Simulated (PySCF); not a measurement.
## What a change does: excited-state calculation on C3H4S3

System: C3H4S3, SMILES S=C1CSCS1.
Method of run A: TDA PBE0/def2-SVPD, vertical, gas phase, core orbitals frozen in the response (PySCF 2.14.0).

The geometry comes from this level: GFN2-xTB. Text and figures count atoms from 1; the logs count them from 0 in places.

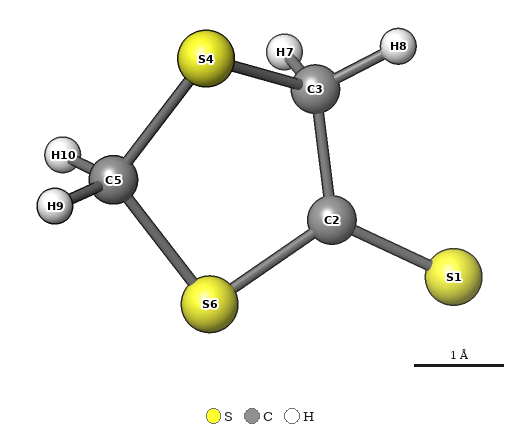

Fig. 1: The input geometry (ball-and-stick view, seen at a tilt; atoms are numbered from 1 in the order of the input).

## The input, run A
```
{"job": {"kind": "uv", "xc": "PBE0", "basis": "def2-SVPD", "nstates": 4, "ntriplets": 0, "tda": true}, "charge": 0, "multiplicity": 1}
S      2.659501    -1.061201    -0.380160
C      1.121735    -0.576140    -0.193710
C      0.771565     0.718603     0.471350
S     -0.902482     0.625757     1.166189
C     -1.519684    -0.275282    -0.274547
S     -0.241739    -1.481015    -0.777072
H      0.805634     1.528539    -0.265084
H      1.471354     0.944000     1.274461
H     -2.426066    -0.810671    -0.006518
H     -1.704288     0.406027    -1.105020
```

The first line tells a small driver script what to run in PySCF; the rest is the geometry in Å.

Command:
```bash
OMP_NUM_THREADS=1 python <driver script> task.json out
```

Hardware: 1 CPU thread, shared host.

## Output (run A)
```
coarse grid: 10616 points
cycle   1  E = -1310.1352897906  dE =  8.531e-01  |g| = 3.230e-01  |ddm| = 4.714e+00
cycle   2  E = -1310.0219995553  dE =  1.133e-01  |g| = 7.077e-01  |ddm| = 1.622e+00
cycle   3  E = -1310.1710768154  dE = -1.491e-01  |g| = 5.547e-02  |ddm| = 1.133e+00
cycle   4  E = -1310.1716797125  dE = -6.029e-04  |g| = 3.415e-02  |ddm| = 1.568e-01
cycle   5  E = -1310.1719670301  dE = -2.873e-04  |g| = 1.318e-02  |ddm| = 7.798e-02
cycle   6  E = -1310.1720223646  dE = -5.533e-05  |g| = 2.021e-03  |ddm| = 2.592e-02
cycle   7  E = -1310.1720234724  dE = -1.108e-06  |g| = 5.823e-04  |ddm| = 5.516e-03
final grid: 90352 points
cycle   8  E = -1310.2963885730  dE = -6.672e-06  |g| = 1.090e-02  |ddm| = 7.088e-02
cycle   9  E = -1310.2963181896  dE =  7.038e-05  |g| = 1.943e-02  |ddm| = 3.903e-02
cycle  10  E = -1310.2964169148  dE = -9.873e-05  |g| = 2.773e-03  |ddm| = 2.980e-02
cycle  11  E = -1310.2964191039  dE = -2.189e-06  |g| = 4.440e-04  |ddm| = 4.905e-03
cycle  12  E = -1310.2964191614  dE = -5.752e-08  |g| = 6.250e-05  |ddm| = 9.149e-04
cycle  13  E = -1310.2964191624  dE = -1.010e-09  |g| = 2.453e-05  |ddm| = 1.644e-04
cycle  14  E = -1310.2964191626  dE = -1.535e-10  |g| = 8.363e-06  |ddm| = 6.194e-05
converged SCF energy = -1310.2964191626

Static polarisability (au): isotropic 97.001, principal 67.576 93.071 130.355

Singlet excitations
state   eV       nm        f      main configurations
  1   2.6733    463.8   0.00015   H->L 0.96
  2   3.7889    327.2   0.00087   H-2->L 0.54, H-1->L 0.41
  3   4.5550    272.2   0.15238   H-2->L 0.35, H-1->L 0.35, H->L+1 0.17
  4   4.9443    250.8   0.05574   H->L+1 0.72, H-1->L 0.11
```

For run B the input was changed thus:
```diff
-S      2.659501    -1.061201    -0.380160
-C      1.121735    -0.576140    -0.193710
-C      0.771565     0.718603     0.471350
-S     -0.902482     0.625757     1.166189
-C     -1.519684    -0.275282    -0.274547
-S     -0.241739    -1.481015    -0.777072
-H      0.805634     1.528539    -0.265084
-H      1.471354     0.944000     1.274461
-H     -2.426066    -0.810671    -0.006518
-H     -1.704288     0.406027    -1.105020
+S      0.818714    -2.396192    -1.301338
+C      0.328056    -1.337628    -0.172892
+C      0.957818     0.169596    -0.270691
+S      0.823555     0.806183     1.391765
+C     -0.998632     0.443241     1.361339
+S     -1.069129    -1.377813     0.989633
+H      0.283143     0.581458    -0.970001
+H      1.962685     0.096440    -0.530383
+H     -1.456756     0.667333     2.404079
+H     -1.644153     1.003346     0.657952
```

Predict how the results change.

With the same method and basis, run B lies 18.9 kcal/mol higher. The HOMO goes from −6.63 to −6.49 eV. The dipole moment goes from 3.03 to 2.95 D. The lowest excitation goes from 2.67 to 2.55 eV. The strongest computed line goes from 4.55 to 4.79 eV. The number of SCF iterations is the same.

## Output (run B)
```
coarse grid: 10616 points
cycle   1  E = -1310.1007325229  dE =  6.428e-01  |g| = 3.491e-01  |ddm| = 4.478e+00
cycle   2  E = -1309.9605998505  dE =  1.401e-01  |g| = 7.980e-01  |ddm| = 1.538e+00
cycle   3  E = -1310.1399731162  dE = -1.794e-01  |g| = 6.084e-02  |ddm| = 1.067e+00
cycle   4  E = -1310.1406762278  dE = -7.031e-04  |g| = 4.062e-02  |ddm| = 1.623e-01
cycle   5  E = -1310.1411030373  dE = -4.268e-04  |g| = 1.297e-02  |ddm| = 6.854e-02
cycle   6  E = -1310.1411513824  dE = -4.835e-05  |g| = 2.630e-03  |ddm| = 2.254e-02
cycle   7  E = -1310.1411531577  dE = -1.775e-06  |g| = 1.002e-03  |ddm| = 5.989e-03
final grid: 90352 points
cycle   8  E = -1310.2662542810  dE = -8.929e-06  |g| = 1.081e-02  |ddm| = 6.815e-02
cycle   9  E = -1310.2661731165  dE =  8.116e-05  |g| = 2.017e-02  |ddm| = 3.811e-02
cycle  10  E = -1310.2662830782  dE = -1.100e-04  |g| = 2.900e-03  |ddm| = 2.834e-02
cycle  11  E = -1310.2662853833  dE = -2.305e-06  |g| = 5.304e-04  |ddm| = 4.567e-03
cycle  12  E = -1310.2662854623  dE = -7.900e-08  |g| = 7.964e-05  |ddm| = 9.649e-04
cycle  13  E = -1310.2662854638  dE = -1.414e-09  |g| = 4.040e-05  |ddm| = 1.934e-04
cycle  14  E = -1310.2662854642  dE = -4.327e-10  |g| = 1.288e-05  |ddm| = 8.546e-05
converged SCF energy = -1310.2662854642

Static polarisability (au): isotropic 99.823, principal 69.452 95.998 134.018

Singlet excitations
state   eV       nm        f      main configurations
  1   2.5513    486.0   0.00007   H->L 0.95
  2   3.7925    326.9   0.00621   H-1->L 0.61, H-2->L 0.31
  3   4.4316    279.8   0.05067   H-2->L 0.42, H->L+1 0.42, H-1->L 0.08
  4   4.7943    258.6   0.10627   H->L+1 0.45, H-1->L 0.18, H-2->L 0.17
```

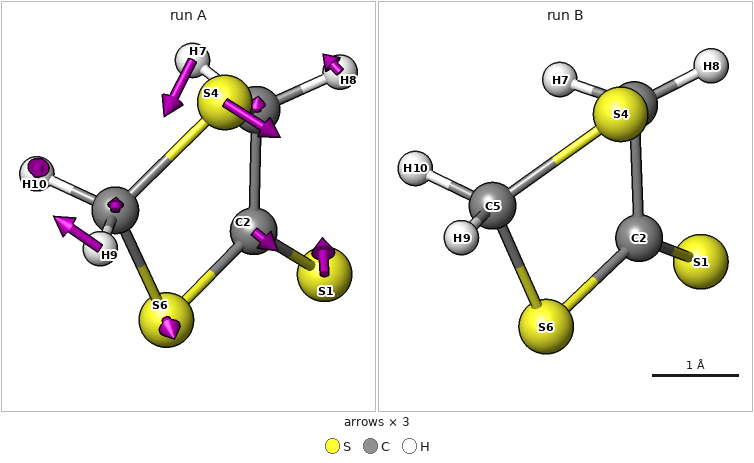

Fig. 2: The two input geometries at one scale (ball-and-stick view, seen at a tilt). The pink arrows on the first give the shifts of the atoms after the best rigid fit, magnified 3 times. The largest moves after the best rigid fit, 0.26 Å, are those of S and H atoms. By element the largest moves are S 0.26 Å, H 0.26 Å, C 0.13 Å. Among the contacts that change: C–C 1.497 → 1.636 Å, C–S 1.737 → 1.818 Å, C–H 1.086 → 1.161 Å, C–S 1.808 → 1.858 Å.

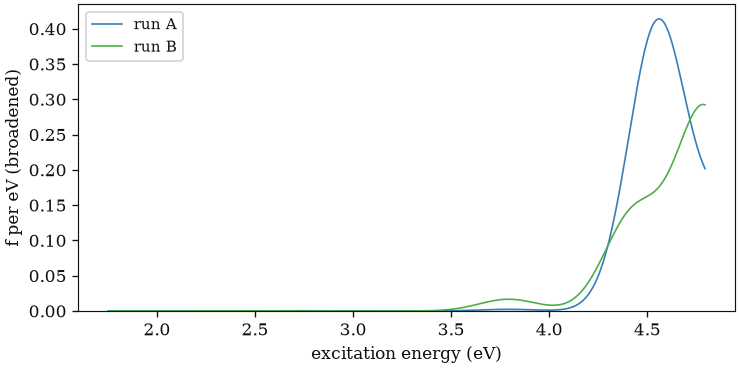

Fig. 3: Absorption of the two runs from their computed states, each broadened by a Gaussian of 0.35 eV full width; the range ends where the shorter list of states ends.

## The two runs side by side

```csv
quantity,run A,run B
outcome,converged,converged
total energy (hartree),−1310.296419,−1310.266285
HOMO (eV),−6.63,−6.49
LUMO (eV),−2.34,−2.36
dipole moment (D),3.03,2.95
lowest excitation (eV),2.67,2.55
SCF iterations,14,14
strongest computed line (eV),4.55,4.79
basis functions,173,173
wall time (shared host),21 s,21 s
```
